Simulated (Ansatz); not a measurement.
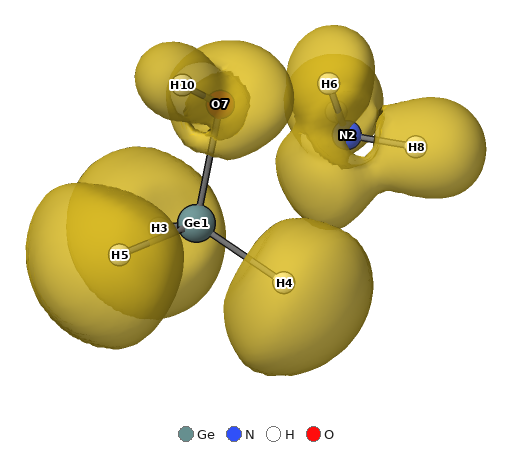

Figure 1: GeH4O···NH3. Isosurface of the ELF at 0.75 (yellow), seen at an oblique angle. Only the valence region is drawn (cores and ρ < 0.01 e/Å³ removed).

The product side of a reaction path; geometry: PBE0-D4/def2-TZVP.

Method: RKS PBE0-D4/def2-TZVPP in Ansatz.

```xyz
10

Ge   -1.2489   -0.3830   -0.3538
N     1.7555   -0.1979    0.1598
H    -0.5879   -0.5017   -1.7302
H    -0.9165   -1.5544    0.5751
H    -2.7863   -0.2790   -0.5251
H     1.3927    0.6808    0.5132
O    -0.7614    1.1642    0.4211
H     2.2354   -0.6647    0.9187
H     2.4429    0.0130   -0.5523
H    -1.5254    1.7227    0.5735
```

Q: Describe the localisation domains.

A: The ELF exceeds this value in three regions around hydrogen nuclei, one joined region spread over several atoms (H, N), in which their bonds and any lone pairs are merged and one joined region spread over several atoms (H, O), in which their bonds and any lone pairs are merged. Profiles from the grid: Ge1···N2 (3.05 Å): the ELF dips to about 0.05 between them. Ge–O (1.80 Å): the ELF peaks at about 0.85 in the valence shell of O, 0.6 Å from its nucleus, and is about 0.35 at the midpoint.
